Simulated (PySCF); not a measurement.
# TaO2: structure of the doublet

The task is one start of a wider search on TaO2: the doublet, from a bent start. It is relaxed, tested by its Hessian and followed downhill if it is a saddle.

Method: PBE0, basis Ta def2-TZVP with ECP60, O def2-TZVP, scalar-relativistic core potentials, no spin–orbit coupling, density fitting; program: PySCF 2.14.0.

## 1. The starting structure

3 atoms, charge 0, spin multiplicity 2.

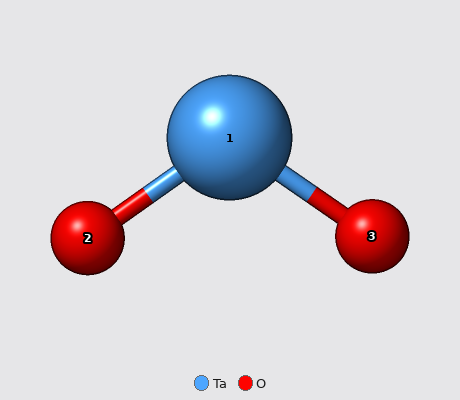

Start geometry, drawn with tantalum blue, oxygen red; atoms are numbered from 1 in the order of the file.

```xyz
3
charge 0 multiplicity 2
Ta    0.0000    0.0000   -0.1577
O     1.4990    0.0000    0.8919
O    -1.4990    0.0000    0.8919
```

## 2. Bent start, doublet: relaxation

The steps below are one call of a driver around PySCF. For each, scf.py gives the equivalent set-up of the SCF; relaxations use the driver's own optimiser. Before each start the driver seeks the lowest SCF state from one or more starting densities and follows internal instabilities, so scf.py alone need not reach the same state.

The program finds C2v symmetry in the start, which this walk keeps. Threshold on the gradient: 0.0003 Eh/bohr, with a further test on the energy change.

scf.py

```python
from pyscf import gto, scf, dft
mol = gto.M(atom='''
Ta     0.000000     0.000000    -0.157682
O      1.499000    -0.000000     0.891918
O     -1.499000     0.000000     0.891918''',
    basis={'Ta': 'def2-TZVP', 'O': 'def2-TZVP'},
    ecp={'Ta': 'def2-TZVP'},
    charge=0, spin=1)
mf = dft.UKS(mol, xc='PBE0')
mf.grids.atom_grid = (50, 194)
aux = {'Ta': 'def2-universal-JKFIT', 'O': 'def2-universal-JKFIT'}
mf = mf.density_fit(auxbasis=aux)
mf.kernel()
```

After this run come: Vibrations and properties at this point.

**Question.** What will these runs give? Wanted: minimum; geometry; wavenumbers; dipole moment; highest occupied, lowest empty level; polar-tensor charge of Ta1; zero-point energy; atomisation energy; ⟨S²⟩.

As calculated:

```
                                          quantity                             value
                                           minimum                      doublet, C2v
                                          geometry  Ta–O 1.719 Å (×2); O–Ta–O 105.5°
                                wavenumbers (cm⁻¹)     345 (a1), 959 (b2), 1027 (a1)
                                     dipole moment                            5.53 D
highest occupied, lowest empty level (either spin)                   -6.66, -3.46 eV
                        polar-tensor charge of Ta1                           +1.55 e
                                 zero-point energy                       13.9 kJ/mol
                               entropy at 298.15 K                   279.8 J/(mol K)
         atomisation energy (no zero-point energy)                       1418 kJ/mol
                                              ⟨S²⟩                             0.760
```

In words: The molecule stays C2v, as typed, and the end point is a minimum. In the infrared the band at 959 cm⁻¹ (b2, stretch) leads. With 5.5 D the molecule is strongly polar. Most of the spin sits on Ta1 (Mulliken spin 1.20, against 1 for the whole molecule). Other starts or spin states, not run here, may lie lower. Open d and f shells are described by one determinant, and the ground state may have another occupation or spin. Spin–orbit coupling, left out here, can matter for elements this heavy.
